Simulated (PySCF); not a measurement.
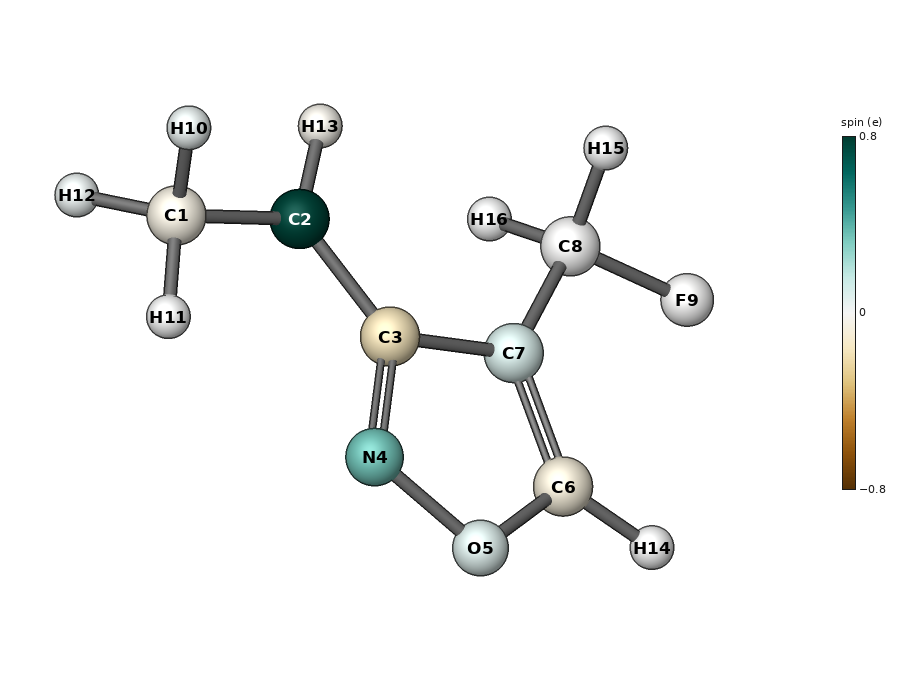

Atoms are coloured by their Mulliken spin populations. Charge 0, doublet. Computed geometry: GFN2-xTB optimisation. No frequency run is at hand to confirm it as a minimum. Level of theory: UKS B3LYP, pcH-1 on C F H N O, non-relativistic (PySCF 2.14.0).

> Which atom carries the largest spin population?

C2 (0.77 e).

> Which atom has the lowest spin population?

C3 (−0.18 e); a negative value comes from spin polarisation.

Give the Mulliken spin populations atom by atom.

```csv
atom,value (e)
C1,−0.06
C2,0.77
C3,−0.18
N4,0.35
O5,0.07
C6,−0.08
C7,0.09
C8,−0.01
F9,0.00
H10,0.03
H11,0.00
H12,0.03
H13,−0.04
H14,0.00
H15,0.00
H16,0.00
```

Mulliken values depend strongly on the basis set.
